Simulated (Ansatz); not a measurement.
# C2H8N2Si: two geometries relaxed, part 2 of 2

Are the two ends of the inversion of the pyramid at N1 separate minima, and which lies lower? Each is relaxed from a guess. SMILES of the start: NC(N)=C[SiH3].

Ansatz 0.2.0; RKS PBE-D4/def2-SVP.

### 3 Relaxing end B

The second end starts from a geometry with the move made by hand.

Contents of input.yaml:

```yaml
crystal:
  periodic: [false, false, false]
  atoms:
    - { symbol: "N", position_ang: [-1.0688, 1.7451, 0.2731] }
    - { symbol: C, position_ang: [-0.5425, 0.5508, 0.2967] }
    - { symbol: "N", position_ang: [-0.9936, -0.2453, 1.3001] }
    - { symbol: C, position_ang: [0.4451, 0.2225, -0.6276] }
    - { symbol: Si, position_ang: [1.333, -1.3368, -0.838] }
    - { symbol: H, position_ang: [-1.95889, 1.83414, 0.79358] }
    - { symbol: H, position_ang: [-1.21114, 2.16956, -0.6666] }
    - { symbol: H, position_ang: [-1.8966, -0.0333, 1.5215] }
    - { symbol: H, position_ang: [-0.8302, -1.2213, 1.1766] }
    - { symbol: H, position_ang: [0.6283, 0.9246, -1.3778] }
    - { symbol: H, position_ang: [1.4999, -1.6228, -2.2434] }
    - { symbol: H, position_ang: [0.6443, -2.4695, -0.1741] }
    - { symbol: H, position_ang: [2.6274, -1.1607, -0.2254] }
basis:
  gaussian: { orbitals: def2-SVP }
hamiltonian:
  xc: pbe
  dispersion: d4
relax:
  f_tol: 0.015
  max_steps: 40
```

Command:

```console
$ ansatz run input.yaml --threads 2 --pin off --max-ram 3072MiB --backend cpu --events-out ev --progress --plain --runs-dir out
```

Log:

```text
Warning: RAYON_NUM_THREADS=2 ignored (pool sized by the plan → 2); use --threads N
The last accepted step is kept in <dir> (removed where the run ends without a failure and the disk answers)
Engine: ansatz 0.2.0, aarch64-unknown-linux-gnu
Functional definition: PBE
  parameter kappa = 0.804
  parameter beta = 0.06672455060314922
  exchange = pbe_x(kappa = kappa, mu = beta*pi^2/3)
  correlation = pbe_c(beta = beta)
1320 factors; their error is unknown
mean field evaluation 1: about -13030.3843 eV, gradient 7.7e1 eV
mean field evaluation 2: about -13001.6500 eV, gradient 1.2e2 eV
mean field evaluation 4: about -13043.4937 eV, gradient 1.5e1 eV
mean field evaluation 8: about -13044.0105 eV, gradient 3.5e-1 eV
mean field evaluation 16: about -13043.9189 eV, gradient 7.4e-4 eV
mean field -13043.91894241 eV, -479.3551796479 hartree, gradient 1.2e-5 eV, S^2 0.000000; 0 other end points of the search recorded, 0 dependent functions left out
the calculation of the forces begins
reference -13043.91898115 eV, -479.3551810713 hartree; 24, 24 occupied and 90, 90 virtual orbitals, 1320 factors
relax step   1: F+E_penalty+E_count = -13044.19079896 eV  Δ(F+E_penalty+E_count) = +0.000e0 eV  max|allowed force component| = 4.581e0 eV/Å  Δτ_max = 0.0000 Å  (31 SCF iters, accepted)
these checks for a lower state are left out or cut short: starts, cluster_reference, orbital_swaps, neighbouring_geometries, increment
1320 factors; their error is unknown
mean field -13044.58726134 eV, -479.3797399154 hartree, gradient 1.1e-5 eV, S^2 0.000000; 0 other end points of the search recorded, 0 dependent functions left out
the calculation of the forces begins
reference -13044.58730114 eV, -479.3797413781 hartree; 24, 24 occupied and 90, 90 virtual orbitals, 1320 factors
relax step   2: F+E_penalty+E_count = -13044.85534512 eV  Δ(F+E_penalty+E_count) = -6.645e-1 eV  max|allowed force component| = 1.300e0 eV/Å  Δτ_max = 0.1618 Å  (30 SCF iters, accepted)
these checks for a lower state are left out or cut short: starts, cluster_reference, orbital_swaps, neighbouring_geometries, increment
1320 factors; their error is unknown
mean field evaluation 32: about -13044.6522 eV, gradient 2.6e-4 eV
mean field -13044.65219342 eV, -479.3821261253 hartree, gradient 7.8e-6 eV, S^2 0.000000; 0 other end points of the search recorded, 0 dependent functions left out
the calculation of the forces begins
reference -13044.65223318 eV, -479.3821275867 hartree; 24, 24 occupied and 90, 90 virtual orbitals, 1320 factors
relax step   3: F+E_penalty+E_count = -13044.92040575 eV  Δ(F+E_penalty+E_count) = -6.506e-2 eV  max|allowed force component| = 2.114e-1 eV/Å  Δτ_max = 0.1093 Å  (30 SCF iters, accepted)
these checks for a lower state are left out or cut short: starts, cluster_reference, orbital_swaps, neighbouring_geometries, increment
1320 factors; their error is unknown
mean field -13044.65841676 eV, -479.3823548287 hartree, gradient 7.1e-6 eV, S^2 0.000000; 0 other end points of the search recorded, 0 dependent functions left out
the calculation of the forces begins
reference -13044.65845656 eV, -479.3823562916 hartree; 24, 24 occupied and 90, 90 virtual orbitals, 1320 factors
relax step   4: F+E_penalty+E_count = -13044.92708181 eV  Δ(F+E_penalty+E_count) = -6.676e-3 eV  max|allowed force component| = 1.756e-1 eV/Å  Δτ_max = 0.0445 Å  (31 SCF iters, accepted)
these checks for a lower state are left out or cut short: starts, cluster_reference, orbital_swaps, neighbouring_geometries, increment
1320 factors; their error is unknown
mean field -13044.66189827 eV, -479.3824827719 hartree, gradient 7.0e-6 eV, S^2 0.000000; 0 other end points of the search recorded, 0 dependent functions left out
the calculation of the forces begins
reference -13044.66193796 eV, -479.3824842306 hartree; 24, 24 occupied and 90, 90 virtual orbitals, 1320 factors
relax step   5: F+E_penalty+E_count = -13044.93087381 eV  Δ(F+E_penalty+E_count) = -3.792e-3 eV  max|allowed force component| = 8.534e-2 eV/Å  Δτ_max = 0.0160 Å  (32 SCF iters, accepted)
these checks for a lower state are left out or cut short: starts, cluster_reference, orbital_swaps, neighbouring_geometries, increment
1320 factors; their error is unknown
mean field -13044.66248837 eV, -479.3825044578 hartree, gradient 7.0e-6 eV, S^2 0.000000; 0 other end points of the search recorded, 0 dependent functions left out
the calculation of the forces begins
reference -13044.66252799 eV, -479.3825059138 hartree; 24, 24 occupied and 90, 90 virtual orbitals, 1320 factors
relax step   6: F+E_penalty+E_count = -13044.93179221 eV  Δ(F+E_penalty+E_count) = -9.184e-4 eV  max|allowed force component| = 4.213e-2 eV/Å  Δτ_max = 0.0142 Å  (32 SCF iters, accepted)
these checks for a lower state are left out or cut short: starts, cluster_reference, orbital_swaps, neighbouring_geometries, increment
1320 factors; their error is unknown
mean field -13044.66343355 eV, -479.3825391924 hartree, gradient 7.2e-6 eV, S^2 0.000000; 0 other end points of the search recorded, 0 dependent functions left out
the calculation of the forces begins
reference -13044.66347312 eV, -479.3825406468 hartree; 24, 24 occupied and 90, 90 virtual orbitals, 1320 factors
relax step   7: F+E_penalty+E_count = -13044.93261255 eV  Δ(F+E_penalty+E_count) = -8.203e-4 eV  max|allowed force component| = 1.232e-1 eV/Å  Δτ_max = 0.0462 Å  (31 SCF iters, accepted)
these checks for a lower state are left out or cut short: starts, cluster_reference, orbital_swaps, neighbouring_geometries, increment
1320 factors; their error is unknown
mean field evaluation 64: about -13044.7481 eV, gradient 1.5e0 eV
mean field -13044.66333665 eV, -479.3825356314 hartree, gradient 6.8e-6 eV, S^2 0.000000; 0 other end points of the search recorded, 0 dependent functions left out
the calculation of the forces begins
reference -13044.66337616 eV, -479.3825370836 hartree; 24, 24 occupied and 90, 90 virtual orbitals, 1320 factors
relax step   8: F+E_penalty+E_count = -13044.93332190 eV  Δ(F+E_penalty+E_count) = -7.094e-4 eV  max|allowed force component| = 5.480e-2 eV/Å  Δτ_max = 0.0309 Å  (32 SCF iters, accepted)
these checks for a lower state are left out or cut short: starts, cluster_reference, orbital_swaps, neighbouring_geometries, increment
1320 factors; their error is unknown
mean field -13044.66262380 eV, -479.3825094349 hartree, gradient 7.7e-6 eV, S^2 0.000000; 0 other end points of the search recorded, 0 dependent functions left out
the calculation of the forces begins
reference -13044.66266327 eV, -479.3825108852 hartree; 24, 24 occupied and 90, 90 virtual orbitals, 1320 factors
relax step   9: F+E_penalty+E_count = -13044.93240129 eV  Δ(F+E_penalty+E_count) = +9.206e-4 eV  max|allowed force component| = 4.180e-1 eV/Å  Δτ_max = 0.0560 Å  (30 SCF iters, rejected (line search))
these checks for a lower state are left out or cut short: starts, cluster_reference, orbital_swaps, neighbouring_geometries, increment
1320 factors; their error is unknown
mean field -13044.66527900 eV, -479.3826070115 hartree, gradient 6.9e-6 eV, S^2 0.000000; 0 other end points of the search recorded, 0 dependent functions left out
the calculation of the forces begins
reference -13044.66531852 eV, -479.3826084638 hartree; 24, 24 occupied and 90, 90 virtual orbitals, 1320 factors
relax step  10: F+E_penalty+E_count = -13044.93496642 eV  Δ(F+E_penalty+E_count) = -1.645e-3 eV  max|allowed force component| = 2.399e-2 eV/Å  Δτ_max = 0.0273 Å  (31 SCF iters, accepted)
these checks for a lower state are left out or cut short: starts, cluster_reference, orbital_swaps, neighbouring_geometries, increment
1320 factors; their error is unknown
mean field -13044.66892942 eV, -479.3827411622 hartree, gradient 1.0e-5 eV, S^2 0.000000; 0 other end points of the search recorded, 0 dependent functions left out
the calculation of the forces begins
reference -13044.66896907 eV, -479.3827426191 hartree; 24, 24 occupied and 90, 90 virtual orbitals, 1320 factors
relax step  11: F+E_penalty+E_count = -13044.93824504 eV  Δ(F+E_penalty+E_count) = -3.279e-3 eV  max|allowed force component| = 2.857e-1 eV/Å  Δτ_max = 0.0982 Å  (29 SCF iters, accepted)
these checks for a lower state are left out or cut short: starts, cluster_reference, orbital_swaps, neighbouring_geometries, increment
1320 factors; their error is unknown
mean field evaluation 96: about -13044.6723 eV, gradient 2.4e-3 eV
mean field -13044.67231031 eV, -479.3828654075 hartree, gradient 7.4e-6 eV, S^2 0.000000; 0 other end points of the search recorded, 0 dependent functions left out
the calculation of the forces begins
reference -13044.67235019 eV, -479.3828668728 hartree; 24, 24 occupied and 90, 90 virtual orbitals, 1320 factors
relax step  12: F+E_penalty+E_count = -13044.94109094 eV  Δ(F+E_penalty+E_count) = -2.846e-3 eV  max|allowed force component| = 2.072e-1 eV/Å  Δτ_max = 0.0818 Å  (31 SCF iters, accepted)
these checks for a lower state are left out or cut short: starts, cluster_reference, orbital_swaps, neighbouring_geometries, increment
1320 factors; their error is unknown
mean field -13044.70327051 eV, -479.3840031737 hartree, gradient 7.2e-6 eV, S^2 0.000000; 0 other end points of the search recorded, 0 dependent functions left out
the calculation of the forces begins
reference -13044.70331083 eV, -479.3840046554 hartree; 24, 24 occupied and 90, 90 virtual orbitals, 1320 factors
relax step  13: F+E_penalty+E_count = -13044.97287629 eV  Δ(F+E_penalty+E_count) = -3.179e-2 eV  max|allowed force component| = 7.193e-1 eV/Å  Δτ_max = 0.2000 Å  (37 SCF iters, accepted)
these checks for a lower state are left out or cut short: starts, cluster_reference, orbital_swaps, neighbouring_geometries, increment
1320 factors; their error is unknown
mean field -13044.71411348 eV, -479.3844016457 hartree, gradient 1.8e-5 eV, S^2 0.000000; 0 other end points of the search recorded, 0 dependent functions left out
the calculation of the forces begins
reference -13044.71415371 eV, -479.3844031240 hartree; 24, 24 occupied and 90, 90 virtual orbitals, 1320 factors
relax step  14: F+E_penalty+E_count = -13044.98351007 eV  Δ(F+E_penalty+E_count) = -1.063e-2 eV  max|allowed force component| = 3.954e-1 eV/Å  Δτ_max = 0.2000 Å  (29 SCF iters, accepted)
these checks for a lower state are left out or cut short: starts, cluster_reference, orbital_swaps, neighbouring_geometries, increment
1320 factors; their error is unknown
mean field -13044.73020994 eV, -479.3849931796 hartree, gradient 1.8e-5 eV, S^2 0.000000; 0 other end points of the search recorded, 0 dependent functions left out
the calculation of the forces begins
reference -13044.73025033 eV, -479.3849946639 hartree; 24, 24 occupied and 90, 90 virtual orbitals, 1320 factors
relax step  15: F+E_penalty+E_count = -13044.99911634 eV  Δ(F+E_penalty+E_count) = -1.561e-2 eV  max|allowed force component| = 3.499e-1 eV/Å  Δτ_max = 0.1999 Å  (29 SCF iters, accepted)
these checks for a lower state are left out or cut short: starts, cluster_reference, orbital_swaps, neighbouring_geometries, increment
1320 factors; their error is unknown
mean field -13044.75139897 eV, -479.3857718622 hartree, gradient 7.6e-6 eV, S^2 0.000000; 0 other end points of the search recorded, 0 dependent functions left out
the calculation of the forces begins
reference -13044.75143930 eV, -479.3857733441 hartree; 24, 24 occupied and 90, 90 virtual orbitals, 1320 factors
relax step  16: F+E_penalty+E_count = -13045.02051292 eV  Δ(F+E_penalty+E_count) = -2.140e-2 eV  max|allowed force component| = 4.653e-2 eV/Å  Δτ_max = 0.0907 Å  (31 SCF iters, accepted)
these checks for a lower state are left out or cut short: starts, cluster_reference, orbital_swaps, neighbouring_geometries, increment
1320 factors; their error is unknown
mean field evaluation 128: about -13044.8286 eV, gradient 1.9e0 eV
mean field -13044.75259973 eV, -479.3858159892 hartree, gradient 7.2e-6 eV, S^2 0.000000; 0 other end points of the search recorded, 0 dependent functions left out
the calculation of the forces begins
reference -13044.75264007 eV, -479.3858174715 hartree; 24, 24 occupied and 90, 90 virtual orbitals, 1320 factors
relax step  17: F+E_penalty+E_count = -13045.02143158 eV  Δ(F+E_penalty+E_count) = -9.187e-4 eV  max|allowed force component| = 5.894e-2 eV/Å  Δτ_max = 0.0415 Å  (32 SCF iters, accepted)
these checks for a lower state are left out or cut short: starts, cluster_reference, orbital_swaps, neighbouring_geometries, increment
1320 factors; their error is unknown
mean field -13044.75294768 eV, -479.3858287762 hartree, gradient 7.2e-6 eV, S^2 0.000000; 0 other end points of the search recorded, 0 dependent functions left out
the calculation of the forces begins
reference -13044.75298804 eV, -479.3858302592 hartree; 24, 24 occupied and 90, 90 virtual orbitals, 1320 factors
relax step  18: F+E_penalty+E_count = -13045.02199436 eV  Δ(F+E_penalty+E_count) = -5.628e-4 eV  max|allowed force component| = 3.600e-2 eV/Å  Δτ_max = 0.0120 Å  (32 SCF iters, accepted)
these checks for a lower state are left out or cut short: starts, cluster_reference, orbital_swaps, neighbouring_geometries, increment
1320 factors; their error is unknown
mean field -13044.75290198 eV, -479.3858270968 hartree, gradient 7.2e-6 eV, S^2 0.000000; 0 other end points of the search recorded, 0 dependent functions left out
the calculation of the forces begins
reference -13044.75294233 eV, -479.3858285793 hartree; 24, 24 occupied and 90, 90 virtual orbitals, 1320 factors
relax step  19: F+E_penalty+E_count = -13045.02214699 eV  Δ(F+E_penalty+E_count) = -1.526e-4 eV  max|allowed force component| = 1.490e-2 eV/Å  Δτ_max = 0.0187 Å  (32 SCF iters, accepted)
1320 factors; their error is unknown
mean field evaluation 160: about -13044.7527 eV, gradient 3.6e-1 eV
mean field -13044.75290198 eV, -479.3858270968 hartree, gradient 2.2e-5 eV, S^2 0.000000; 1 other end points of the search recorded, 0 dependent functions left out
the calculation of the forces begins
reference -13044.75294233 eV, -479.3858285793 hartree; 24, 24 occupied and 90, 90 virtual orbitals, 1320 factors
Total energy: -13045.02218733 eV, -479.3957231507 hartree
Atom 0 at    -1.453402     1.662496     0.086129 Å, force     0.000173    -0.003195     0.001050 eV/Å
Atom 1 at    -0.644211     0.532295     0.186352 Å, force    -0.014901    -0.004616     0.011836 eV/Å
Atom 2 at    -1.024047    -0.285811     1.246947 Å, force    -0.014038     0.013336     0.014747 eV/Å
Atom 3 at     0.397862     0.269983    -0.674144 Å, force    -0.008277     0.005366    -0.006789 eV/Å
Atom 4 at     1.329970    -1.316534    -0.802314 Å, force     0.006155    -0.011555    -0.000340 eV/Å
Atom 5 at    -1.693109     2.093119     0.984173 Å, force    -0.000699     0.000248     0.002283 eV/Å
Atom 6 at    -1.137043     2.348817    -0.599938 Å, force     0.004896     0.000516    -0.004473 eV/Å
Atom 7 at    -2.038308    -0.387358     1.351543 Å, force     0.004265     0.000771    -0.001468 eV/Å
Atom 8 at    -0.544366    -1.188793     1.273740 Å, force     0.006555    -0.006034    -0.007290 eV/Å
Atom 9 at     0.680145     1.093406    -1.352032 Å, force     0.009470    -0.000751    -0.004702 eV/Å
Atom 10 at     1.451392    -1.805263    -2.226548 Å, force     0.006992     0.003971     0.005749 eV/Å
Atom 11 at     0.613134    -2.393767    -0.012040 Å, force     0.002274     0.004456    -0.002964 eV/Å
Atom 12 at     2.738253    -1.265589    -0.253188 Å, force    -0.002866    -0.002513    -0.007638 eV/Å
Dipole moment:    -0.453958     0.350693     0.247052 e Å
```

Wall time 46 s (2 threads of Arm Neoverse V1, shared host); peak memory 0.15 GiB.

Relaxation path:

```
step  energy from step 1 (eV)  largest force component (eV/Å)
   1                   0.0000                          4.5814
   2                  -0.6645                          1.3004
   3                  -0.7296                          0.2114
   4                  -0.7363                          0.1756
   5                  -0.7401                          0.0853
   6                  -0.7410                          0.0421
   7                  -0.7418                          0.1232
   8                  -0.7425                          0.0548
  9x                  -0.7416                          0.4180
  10                  -0.7442                          0.0240
  11                  -0.7474                          0.2857
  12                  -0.7503                          0.2072
  13                  -0.7821                          0.7193
  14                  -0.7927                          0.3954
  15                  -0.8083                          0.3499
  16                  -0.8297                          0.0465
  17                  -0.8306                          0.0589
  18                  -0.8312                          0.0360
  19                  -0.8313                          0.0149
```

Step 1 is the start. 1 step was tried and not accepted (marked x).

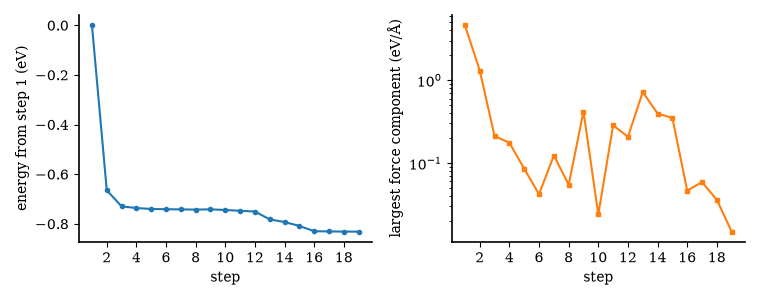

How energy and force went from step to step.

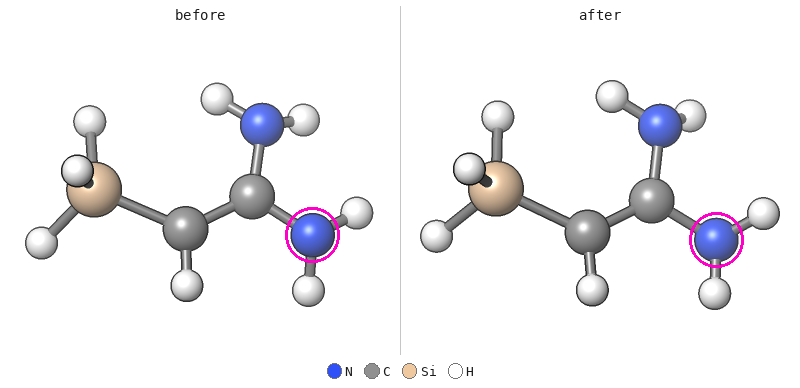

Before and after, at one scale.

After: Bond lengths: N1–C2 1.394 Å, C2–N3 1.392 Å, C2–C4 1.377 Å, C4–Si5 1.845 Å, N1–H6 1.024 Å, N1–H7 1.021 Å, N3–H8 1.025 Å, N3–H9 1.023 Å, C4–H10 1.103 Å, Si5–H11 1.511 Å, Si5–H12 1.516 Å, Si5–H13 1.512 Å. Angles (14 of 18 angles, heavy atoms first): N1–C2–N3 111.9°, N1–C2–C4 123.3°, N3–C2–C4 124.8°, C2–C4–Si5 126.1°, C2–N1–H6 114.4°, C2–N1–H7 114.4°, C2–N3–H8 114.0°, C2–N3–H9 114.3°, C2–C4–H10 115.8°, Si5–C4–H10 118.0°, C4–Si5–H11 112.6°, C4–Si5–H12 109.6°, C4–Si5–H13 114.6°, H6–N1–H7 112.3°.

### 4 Results

This closing draws on all 2 parts.

```
                           quantity                     value
                              end A   7 moves, 0.724 eV lower
                              end B  17 moves, 0.831 eV lower
largest difference between the ends                    0.03 Å
            end B relative to end A                 +0.000 eV
```

In words: Both starts fell into the same minimum (no atom differs by more than 0.03 Å), so from this start no second minimum was found and no band was run; another arrangement could still be one.
